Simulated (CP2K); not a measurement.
# GeHF3 (SMILES [H][Ge]([F])([F])[F]): PM6

Aim: the vertical electron affinity of GeHF3 at PM6, from 2 runs. 

Program for the calculation: CP2K 2026.2.

3 further runs of the same task are left out: 3 that didn't finish.

**1. The structure to begin with**

GeHF3: 5 atoms, total charge 0, spin state singlet. SMILES: `[H][Ge]([F])([F])[F]`. Geometry: a GFN2-xTB relaxation, a rough one for these elements and not checked as a minimum.

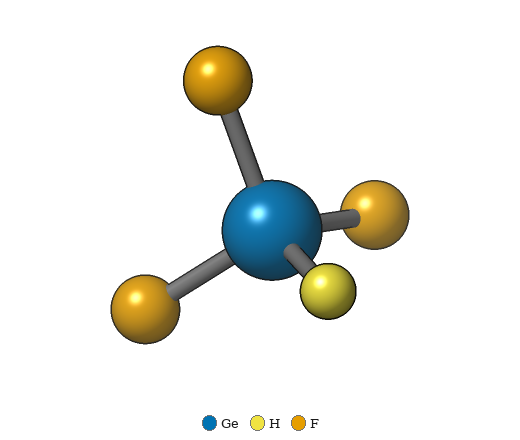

The structure, seen from a chosen angle (germanium blue, hydrogen yellow, fluorine amber).

**2. The energy at PM6**

Input file gas.inp:

```
&GLOBAL
  PROJECT gas
  RUN_TYPE ENERGY
  PRINT_LEVEL MEDIUM
&END
&FORCE_EVAL
  METHOD QS
  &DFT
    # Quickstep
    &QS
      METHOD PM6
      EPS_DEFAULT 1.0E-10
      &SE
        &COULOMB
          CUTOFF [angstrom] 50
          RC_RANGE [angstrom] 0
        &END
        &EXCHANGE
          CUTOFF [angstrom] 50
          RC_RANGE [angstrom] 0
        &END
      &END
    &END
    &POISSON
      PERIODIC NONE
      POISSON_SOLVER ANALYTIC
    &END
    # self-consistent field
    &SCF
      SCF_GUESS ATOMIC
      EPS_SCF 1.0E-07
      MAX_SCF 150
      ADDED_MOS 2
      &DIAGONALIZATION
        ALGORITHM STANDARD
      &END
      &MIXING
        METHOD DIRECT_P_MIXING
        ALPHA 0.4
      &END
    &END
    # extra output
    &PRINT
      &MOMENTS
        PERIODIC F
        REFERENCE COM
        MAX_MOMENT 1
      &END
      &MO ON
        ENERGIES T
        OCCUPATION_NUMBERS T
        NDIGITS 6
        &EACH
          QS_SCF 0
        &END
        ADD_LAST NUMERIC
      &END
      &HIRSHFELD OFF
      &END
    &END
  &END
  # structure
  &SUBSYS
    &CELL
      ABC 18.3 18.7 18.2
      PERIODIC NONE
    &END
    &COORD
      Ge     0.000920    -0.001670     0.118450
      H      0.011040    -0.017810     1.592040
      F      1.549740     0.011230    -0.580670
      F     -0.784210     1.348770    -0.549740
      F     -0.777490    -1.340510    -0.580070
    &END
    &TOPOLOGY
      &CENTER_COORDINATES
      &END
    &END
  &END
&END
```

Started as:

```sh
$ OMP_NUM_THREADS=1 cp2k.psmp gas.inp > gas.out
```

The log of the run:

```text
CP2K| version string:                                       CP2K version 2026.2
[...]
 GLOBAL| Method name                                                        CP2K
[...]
 GLOBAL| Run type                                                         ENERGY
[...]
                             - Atoms:                                          5
[...]
                             - Spherical basis functions:                     17
[...]
 Number of electrons:                                                         26
[...]
     1 P_Mix/Diag. 0.40E+00    0.0     0.81254998       -52.5106599150 -5.25E+01
[...]
    19 DIIS/Diag.  0.62E-07    0.0     0.00000006       -55.4933820408 -1.07E-13
  *** SCF run converged in    19 steps ***
  Core-core repulsion energy [eV]:                           1399.21817002729858
  Core Hamiltonian energy [eV]:                             -2582.04471285954287
  Two-electron integral energy [eV]:                         -654.45035475598263
  Electronic energy [eV]:                                   -2909.26989023753413
  Total energy [eV]:                                        -1510.05172021023577
  Atomic reference energy [eV]:                              1500.99019599454414
  Heat of formation [kcal/mol]:                              -208.96372916202719
[...]
 SE_DIPOLE| Moment [Debye]         -0.02807443       0.04860904      -3.97991043
 SE_DIPOLE| Derivative [a.u.]       0.00000000       0.00000000       0.00000000
 ENERGY| Total FORCE_EVAL ( QS ) energy [hartree]            -55.493382040781611
[...]
```

Wall time 1.2 s (1 thread of Intel Xeon Platinum 8259CL at 2.50GHz (Skylake/Cascade Lake), shared host); peak memory 0.18 GiB.

**3. The doublet anion at the same level**

Input file gas.inp:

```
&GLOBAL
  PROJECT_NAME gas
  RUN_TYPE ENERGY
  PRINT_LEVEL MEDIUM
&END GLOBAL

&FORCE_EVAL
  METHOD QS
  &DFT
    CHARGE -1
    MULTIPLICITY 2
    UKS T
    ! Quickstep
    &QS
      METHOD PM6
      EPS_DEFAULT 1.0E-10
      &SE
        &COULOMB
          CUTOFF [angstrom] 50
          RC_RANGE [angstrom] 0
        &END COULOMB
        &EXCHANGE
          CUTOFF [angstrom] 50
          RC_RANGE [angstrom] 0
        &END EXCHANGE
      &END SE
    &END QS
    &POISSON
      PERIODIC NONE
      POISSON_SOLVER ANALYTIC
    &END POISSON
    &SCF
      SCF_GUESS ATOMIC
      EPS_SCF 1.0E-07
      MAX_SCF 50
      &OT
        MINIMIZER CG
        PRECONDITIONER FULL_SINGLE_INVERSE
      &END OT
      &OUTER_SCF
        EPS_SCF 1.0E-07
        MAX_SCF 8
      &END OUTER_SCF
    &END SCF
    ! extra output
    &PRINT
      &MOMENTS
        PERIODIC F
        REFERENCE COM
        MAX_MOMENT 1
      &END MOMENTS
      &MO_CUBES
        NLUMO 5
        NHOMO -1
        WRITE_CUBE F
      &END MO_CUBES
      &HIRSHFELD OFF
      &END HIRSHFELD
    &END PRINT
  &END DFT
  &SUBSYS
    ! box in angstrom
    &CELL
      ABC 18.3 18.7 18.2
      PERIODIC NONE
    &END CELL
    &COORD
      Ge     0.000920    -0.001670     0.118450
      H      0.011040    -0.017810     1.592040
      F      1.549740     0.011230    -0.580670
      F     -0.784210     1.348770    -0.549740
      F     -0.777490    -1.340510    -0.580070
    &END COORD
    &TOPOLOGY
      &CENTER_COORDINATES
      &END CENTER_COORDINATES
    &END TOPOLOGY
  &END SUBSYS
&END FORCE_EVAL
```

Started as:

```sh
$ OMP_NUM_THREADS=1 cp2k.psmp -i gas.inp > gas.out 2>&1
```

The log of the run:

```text
CP2K| version string:                                       CP2K version 2026.2
[...]
 GLOBAL| Method name                                                        CP2K
[...]
 GLOBAL| Run type                                                         ENERGY
[...]
                             - Atoms:                                          5
[...]
                             - Spherical basis functions:                     17
[...]
 Number of electrons:                                                         14
[...]
     1 OT CG       0.80E-01    0.1     0.16663628       -53.2821410770 -5.33E+01
[...]
    15 OT CG       0.25E+00    0.0     0.00000006       -55.4959635307 -1.15E-12
  *** SCF run converged in    15 steps ***
  Core-core repulsion energy [eV]:                           1399.21817002729858
  Core Hamiltonian energy [eV]:                             -2631.13831563582562
  Two-electron integral energy [eV]:                         -556.40364103152126
  Electronic energy [eV]:                                   -2909.34013615158619
  Total energy [eV]:                                        -1510.12196612428738
  Atomic reference energy [eV]:                              1500.99019599454414
  Heat of formation [kcal/mol]:                              -210.58363855135332
[...]
 SE_DIPOLE| Moment [Debye]         -0.01978442       0.03888973      -3.71718640
 SE_DIPOLE| Derivative [a.u.]       0.00000000       0.00000000       0.00000000
 *** WARNING in qs_scf_post_se.F:140 :: Printing of MO cube files not ***
 *** implemented for Semi-Empirical method.                           ***
 ENERGY| Total FORCE_EVAL ( QS ) energy [hartree]            -55.495963530735295
[...]
```

It took 4.2 s on 1 thread of Intel Xeon Platinum 8259CL at 2.50GHz (Skylake/Cascade Lake), shared host; peak memory 0.18 GiB.

**4. Summary of results**

Level: PM6.

| quantity | value |
| --- | --- |
| singlet GeHF3: total energy | -55.49338 Eh |
| singlet GeHF3: dipole moment | 3.98 D |
| singlet GeHF3: HOMO energy | -13.08 eV |
| singlet GeHF3: LUMO energy | 0.00 eV |
| singlet GeHF3: HOMO–LUMO gap | 13.09 eV |
| singlet GeHF3: heat of formation | -209.0 kcal/mol |
| doublet anion: total energy | -55.49596 Eh |
| doublet anion: heat of formation | -210.6 kcal/mol |
| vertical electron affinity (to the doublet anion) | 0.070 eV |

In words: At fixed nuclei the extra electron is bound by 0.07 eV (1.6 kcal/mol). A minimal valence basis can't be trusted even for the sign of an electron affinity.
